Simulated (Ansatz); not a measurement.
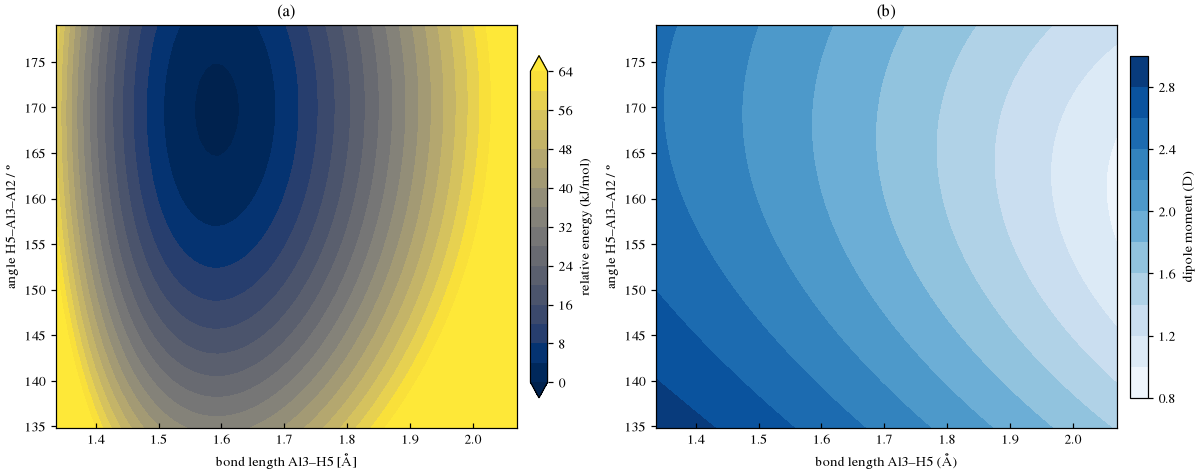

Al2FHSe, SMILES [F][Al]1[AlH][Se]1. Coordinates scanned: (1) bond length Al3–H5; (2) angle H5–Al3–Al2. Nothing is relaxed (all other coordinates rigid). The scan uses an 11 × 11 grid. Points are written as (first, second). All energies are given in kJ/mol relative to the lowest grid point. All numbers below come from RKS PBE-D4/def2-TZVP (Ansatz 0.2.0).

Panel (a) is the energy and panel (b) the computed dipole moment on the same grid.

In the figure: filled contours, one colour for all values above the top of the scale. Between grid points the surface is interpolated.

**How does the dipole moment vary over the map, and what is it at the lowest grid point?**

Leaving out the highest fifth of the energies, it runs from 1.13 D at (1.996 Å, 161.3°) to 2.83 D at (1.410 Å, 134.8°). At the lowest grid point, (1.557 Å, 170.2°), it is 2.05 D.
